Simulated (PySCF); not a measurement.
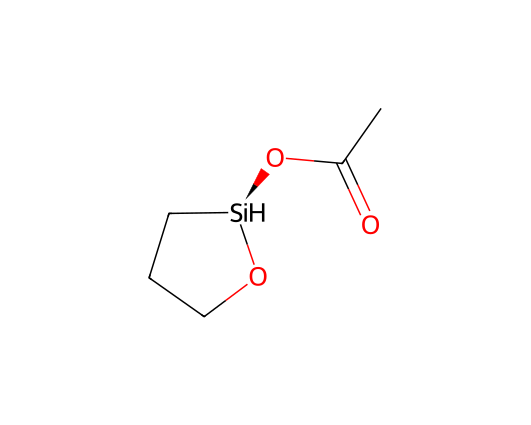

**Write the SMILES.**

CC(=O)O[Si@@H]1CCCO1

**Give the formula, hydrogens included.**

C5H10O3Si.

**An optimisation with PBE0-D3(BJ)/def2-SVP gave a structure of which point group?**

C1.

The parts below concern this one geometry. Atoms keep their numbers from picture to picture. The computed structure is the end point of a PBE0-D3(BJ)/def2-SVP optimisation. No frequency run is at hand to confirm it as a minimum.

**Shape**

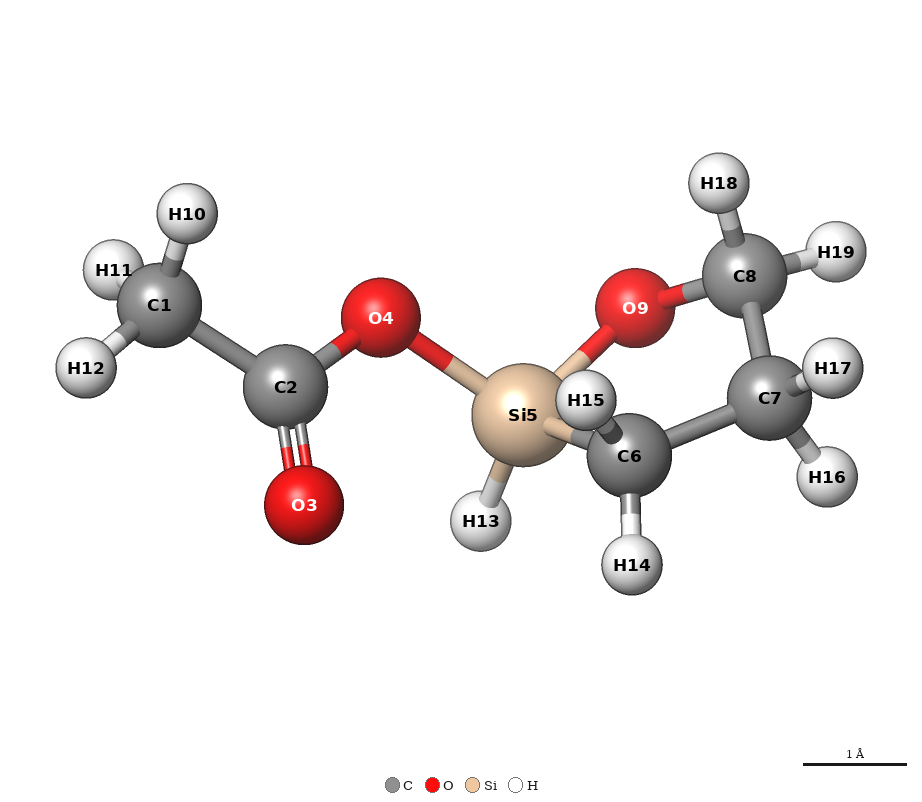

The atoms are numbered. No frequency run is at hand to confirm it as a minimum.

What are the angles C1–C2–O4, C2–C1–H11, C2–O4–Si5, O3–C2–O4, Si5–O9–C8, C6–Si5–O9, C6–C7–C8, C6–C7–H17, C7–C6–H14, C7–C6–H15, C7–C8–O9, O9–C8–H18?

```csv
angle,degrees
C1–C2–O4,113.9
C2–C1–H11,109.5
C2–O4–Si5,113.0
O3–C2–O4,120.8
Si5–O9–C8,111.9
C6–Si5–O9,96.4
C6–C7–C8,107.9
C6–C7–H17,112.8
C7–C6–H14,113.6
C7–C6–H15,111.8
C7–C8–O9,108.7
O9–C8–H18,109.8
```

**Charges**

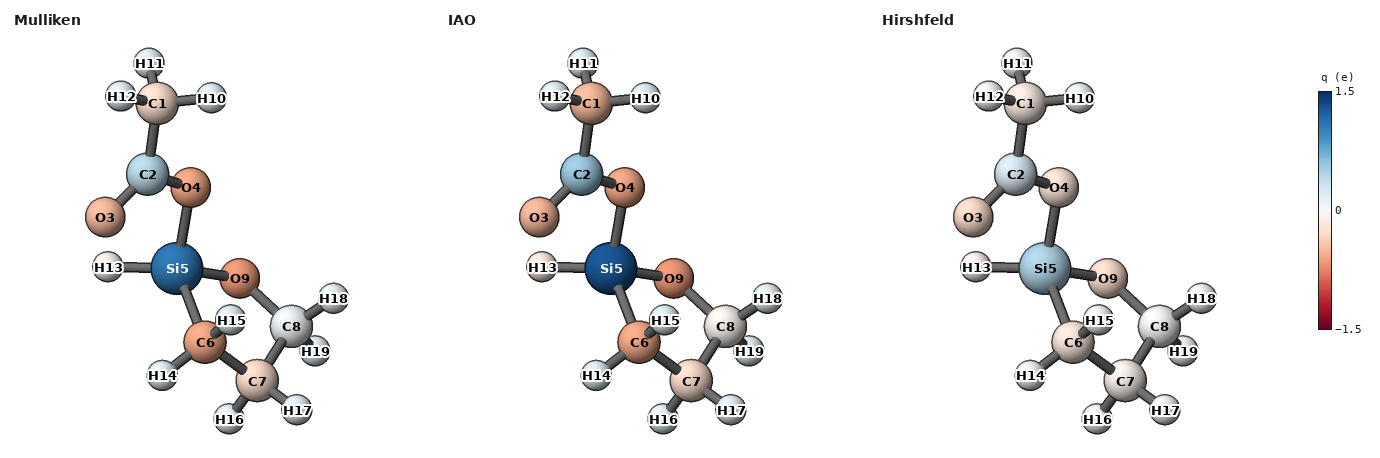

Atomic charges of one calculation by 3 schemes, on one colour scale. No frequency run is at hand to confirm it as a minimum. Method: PBE0/pcSseg-1 in chloroform (IEF-PCM) (PySCF 2.14.0).

**On which atom do the schemes disagree most?**

On Si5 (from 0.45 to 1.27 e).

List the charges (e), one line for each set of equivalent atoms.

```csv
atom,Mulliken,IAO,Hirshfeld
C1,−0.24,−0.47,−0.11
C2,0.40,0.54,0.23
O3,−0.46,−0.49,−0.27
O4,−0.58,−0.58,−0.20
Si5,1.07,1.27,0.45
C6,−0.57,−0.57,−0.17
C7,−0.27,−0.27,−0.07
C8,0.06,−0.05,0.00
O9,−0.64,−0.66,−0.26
H10,0.16,0.18,0.07
H11,0.16,0.18,0.07
H12,0.15,0.17,0.06
H13,−0.08,−0.13,−0.07
H14,0.17,0.16,0.05
H15,0.16,0.16,0.04
H16,0.14,0.14,0.04
H17,0.14,0.15,0.05
H18,0.12,0.13,0.04
H19,0.13,0.15,0.05
```

**Levels of theory compared**

No frequency run is at hand to confirm it as a minimum. Program: PySCF 2.14.0.

At this fixed geometry, give dipole (D) at these levels: CAM-B3LYP/def2-SVPD; CAM-B3LYP/pcSseg-1; PBE0/pcSseg-1; PBE0/pcSseg-1 in chloroform (IEF-PCM).

```json
{"level": "CAM-B3LYP/def2-SVPD", "dipole (D)": "1.71"}
{"level": "CAM-B3LYP/pcSseg-1", "dipole (D)": "1.69"}
{"level": "PBE0/pcSseg-1", "dipole (D)": "1.70"}
{"level": "PBE0/pcSseg-1 in chloroform (IEF-PCM)", "dipole (D)": "2.06"}
```

**Polarisability**

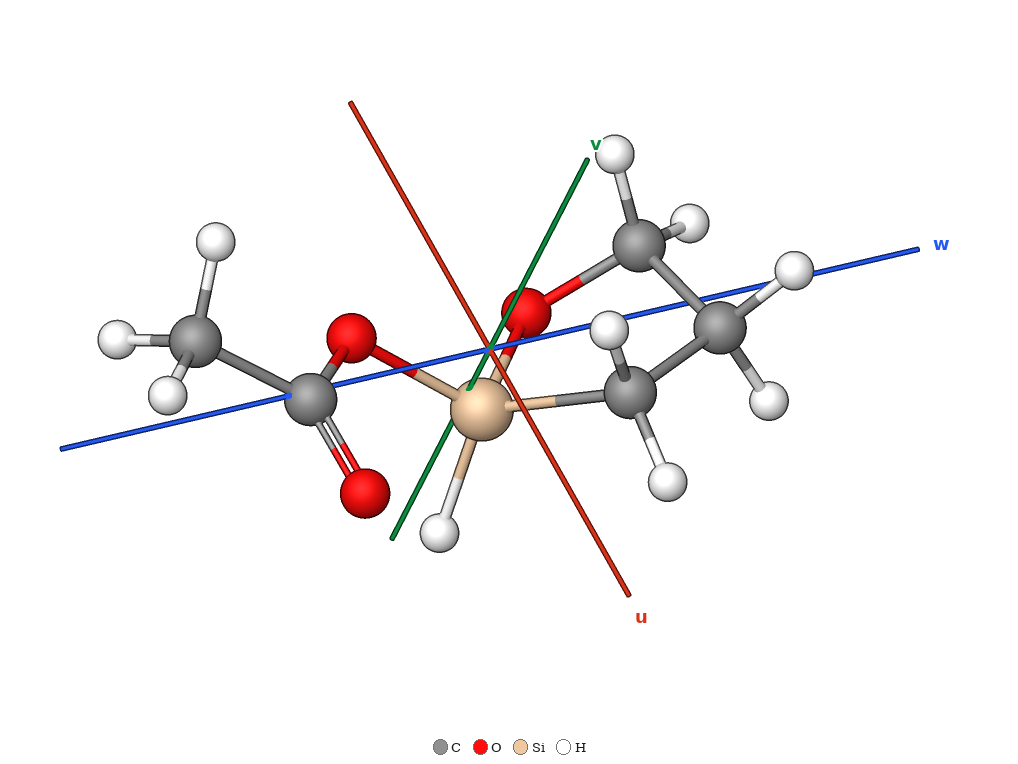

The lines u, v and w are the principal axes of the static dipole polarisability. No frequency run is at hand to confirm it as a minimum. Method: CAM-B3LYP/def2-SVPD (PySCF 2.14.0).

**Along which axis is the molecule most polarisable, and along which least?**

Most along w, least along v.

**Give the three principal values.**

u 84.2, v 78.4, w 105.2 bohr³; mean 89.3, anisotropy 24.4 bohr³.

Mulliken values depend strongly on the basis set and can even reverse the polarity of a bond.
